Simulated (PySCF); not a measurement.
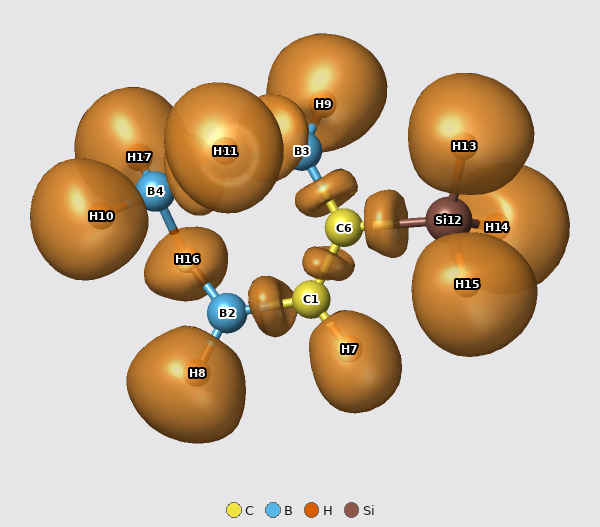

The picture shows: C$_{2}$H$_{10}$B$_{4}$Si. Isosurface of the ELF at 0.8 (orange), seen across its widest extent. Core shells and regions of very low density are left out.

Geometry: GFN2-xTB.

All numbers below come from PBE0/pcSseg-1, SCF density, gas phase, non-relativistic in PySCF.

Input file:

```
{"job": {"kind": "nmr", "xc": "PBE0", "basis": "pcSseg-1", "pop": false}, "charge": 0, "multiplicity": 1}
C     -1.088628    -0.784366     0.192263
B     -1.599785     0.290871     1.100630
B      0.798006     0.648368    -0.846314
B      0.018476     2.150884     1.179191
B      1.221682     1.059057     0.625267
C     -0.016978    -0.630859    -0.653963
H     -1.532083    -1.778497     0.247293
H     -2.360810     0.113991     1.970714
H      0.930464     1.124584    -1.905494
H     -0.015352     2.376878     2.338787
H      2.059044     0.679832     1.352356
Si     0.643169    -2.152756    -1.582243
H      2.060978    -1.989152    -1.910438
H     -0.143319    -2.293212    -2.813484
H      0.462655    -3.341666    -0.742153
H     -1.215055     1.431722     0.942033
H     -0.222466     3.094321     0.505553
```

Launched as:

```sh
OMP_NUM_THREADS=1 python ens_run.py task.json out
```

Where are the electrons localised?

Answer. The ELF exceeds this value in two regions between bonded B–B atoms (shared pairs), two regions between bonded B–C atoms (shared pairs), one region between bonded C–C atoms (shared pairs), one region between bonded C–Si atoms (shared pairs) and ten regions around hydrogen nuclei. Profiles from the grid: C–C (1.37 Å): the ELF peaks at about 0.95 between the atoms, as expected for localised, covalent bonding. C–B (1.50 Å): the ELF peaks at about 0.95 between the atoms, as expected for localised, covalent bonding.
